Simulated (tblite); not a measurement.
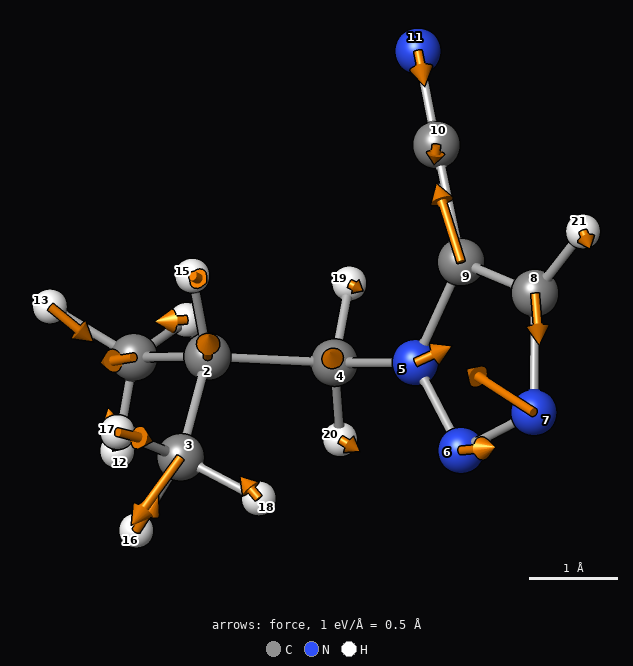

Starting geometry of C7H10N4 with the computed forces as orange arrows. A ball-and-stick model, seen from a free direction.

Computed with tblite 0.8.0, GFN2-xTB geometry optimisation, gas phase. 

Question: Is this structure relaxed? If not, where do the atoms go?

Answer: It isn't relaxed: the largest force vector, on an N atom, is 2.60 eV/Å. The final displacements have little in common with the starting forces (cosine between the two patterns 0.24). The atom that moves furthest after the best rigid fit is an H atom (0.65 Å). By element the largest moves are H 0.65 Å, N 0.17 Å, C 0.13 Å. Among the contacts that change: N–N 1.327 → 1.283 Å, C–H 1.132 → 1.088 Å, C–C 1.436 → 1.396 Å, C–N 1.369 → 1.337 Å. Bond angles that change, for instance: C–N–N 130.4° → 122.7°, N–C–H 114.3° → 107.0°, C–C–C 125.9° → 132.2°. Groups turn about C–C by about 35°, C–C by about 30°. Over 88 geometry steps the energy falls by 63.5 kJ/mol. The run took 0.74 s on 1 thread of Arm Neoverse V1, with other jobs on the host.
